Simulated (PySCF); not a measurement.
**C₂H₁₀N₂Si₂ (SMILES CCN1[SiH2]N[SiH2]1): density, localisation and related maps**

Input file:

```
{"job": {"kind": "nmr", "xc": "PBE0", "basis": "pcSseg-1", "every": 1, "pop": false}, "charge": 0, "multiplicity": 1}
C      2.170072    -0.010263     0.143777
C      1.086967     0.435808    -0.839827
N     -0.236589     0.170356    -0.362752
Si    -1.195341    -1.285009    -0.402668
N     -2.254738    -0.361041     0.621536
Si    -1.261082     1.062301     0.729829
H      2.085895    -1.079519     0.322262
H      2.041567     0.508920     1.090274
H      3.160305     0.207531    -0.250242
H      1.231848    -0.086223    -1.792503
H      1.189700     1.511390    -1.025121
H     -0.620241    -2.459728     0.253777
H     -1.711498    -1.586880    -1.736341
H     -3.146143    -0.579787     1.023492
H     -1.826537     2.267994     0.127361
H     -0.723634     1.308713     2.068155
```

Launched as:

```sh
OMP_NUM_THREADS=1 python ens_run.py task.json out
```

Geometry: GFN2-xTB, coordinate held.

These are results of PBE0/pcSseg-1, SCF density, gas phase, non-relativistic (PySCF), not measurements.

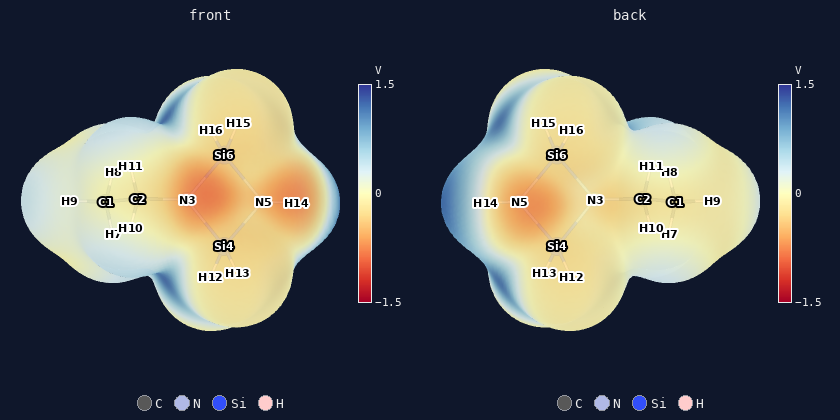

Figure 1. The molecular electrostatic potential painted on the density surface at 0.001 e/bohr³, seen from the front and from behind; red is negative and blue positive.

**Describe the electrostatic potential map.**

The most negative region (about −0.8 V) lies over N3 and N5, the most positive (about +1.2 V) over Si4, Si6 and H14.

**How polar is the molecule by this calculation?**

Its dipole moment is 0.24 D.

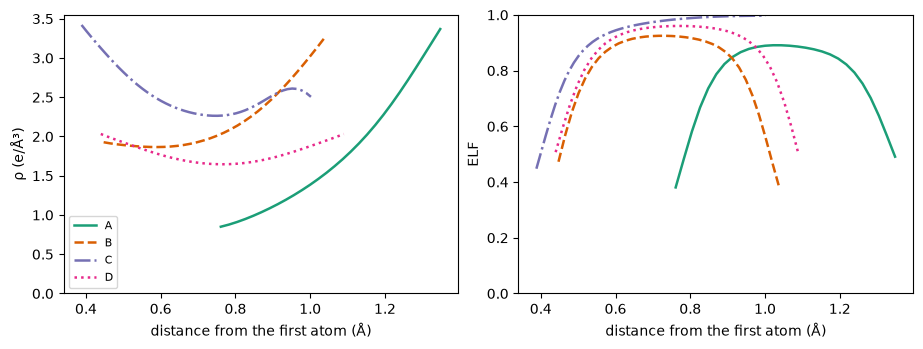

Figure 2. Total electron density and ELF along straight lines between neighbouring atoms. The curves leave out the atomic cores.

**Which curve belongs to which contact (C–C, C–N, N–H and Si–N)? The first atom named is at distance zero.**

Curve A: Si–N (1.74 Å): ρ is about 1 e/Å³ halfway; the ELF peaks at about 0.90 between the atoms (a polar covalent bond). Curve B: C–N (1.43 Å): the density is about 2 e/Å³ at the midpoint; the ELF peaks at about 0.90 between the atoms: localised, covalent bonding. Curve C: N–H (1.00 Å): ρ at the midpoint is about 2.8 e/Å³; the ELF climbs to about 1 towards the hydrogen, as it does in any bond to H; a covalent bond by its length. Curve D: C–C (1.53 Å): the density is about 1.6 e/Å³ at the midpoint; the ELF peaks at about 0.95 between the atoms, as expected for a shared electron pair.
